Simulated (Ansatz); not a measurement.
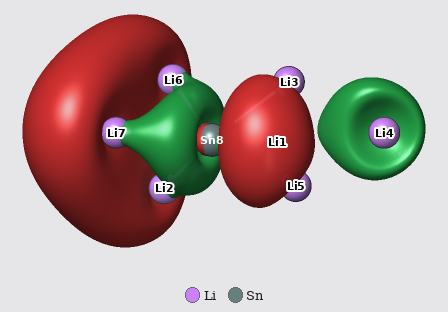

Figure 1: Li7Sn (doublet). The HOMO (α) at ±0.05 Å⁻³ᐟ² (green and red are the two phases), seen at an oblique angle.

Geometry: PBE0-D4/def2-TZVP; core potentials replace the inner electrons of Sn.

Theory: UKS PBE0-D4/def2-TZVP in Ansatz 0.2.0.

Input

```
crystal:
  periodic: [false, false, false]
  atoms:
    - {symbol: Li, position_ang: [-0.453214, -0.631967, 1.522272]}
    - {symbol: Li, position_ang: [-0.009901, -2.486235, -1.261740]}
    - {symbol: Li, position_ang: [0.409240, 1.988341, 0.911945]}
    - {symbol: Li, position_ang: [-1.896941, 1.696045, 3.117412]}
    - {symbol: Li, position_ang: [-2.173938, 1.039575, 0.011192]}
    - {symbol: Li, position_ang: [2.401697, -1.015768, -0.220993]}
    - {symbol: Li, position_ang: [1.585069, -0.748060, -3.072853]}
    - {symbol: Sn, position_ang: [0.137997, 0.158080, -1.007244]}
basis:
  gaussian: {orbitals: def2-TZVP, initial_orbitals: start.molden}
magnetization: {spin_polarized: true, initial_magnetization: 1}
hamiltonian: {xc: pbe0, dispersion: d4}
scf: {omitted_lower_state_checks: [starts]}
output: {forces: true, orbitals: {seedname: orbitals}}
```

Run with:

```sh
ansatz run in.yaml --threads 4 --pin off --events-out ev --progress --plain --max-ram 3916MiB
```

> What is the character of this orbital?

Its weight (Hirshfeld) is mainly on Li7 (about 25 %), Li2 (about 20 %), Li6 (about 20 %), Sn8 (about 15 %) and Li4 (about 10 %). Its energy is −2.95 eV.
